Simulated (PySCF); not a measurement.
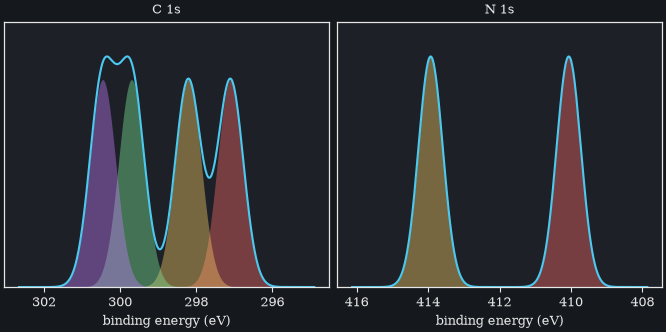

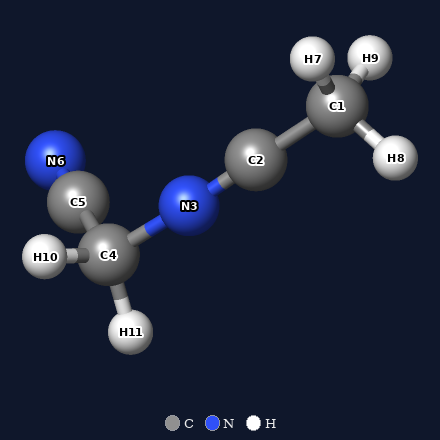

Simulated XPS of C₄H₅N₂⁺, SMILES CC#[N+]CC#N. Vertical core-electron binding energies by ΔSCF (SCAN, pcX-2 on the ionised atom, pcseg-1 elsewhere, spin-free X2C; PySCF 2.14.0, at a GFN2-xTB geometry (no frequency check)), gas phase, against the vacuum level. One atom of each kind was ionised; within a panel, areas follow the number of like atoms, each panel is scaled alone, Gaussians of 0.8 eV full width. Only the regions named are shown. Lines closer than the width merge in the curve.

Question: Which atoms give which peak?

Answer:
```tsv
level	atoms	binding energy (eV)
C 1s	C2	300.5
C 1s	C4	299.7
C 1s	C1	298.2
C 1s	C5	297.1
N 1s	N3	413.9
N 1s	N6	410.1
```

Question: How large is the chemical shift across the C 1s region?

Answer: 3.4 eV, from C5 at 297.1 eV to C2 at 300.5 eV.

Caveats: the tight-binding geometry is rougher than a DFT one and adds to the error.
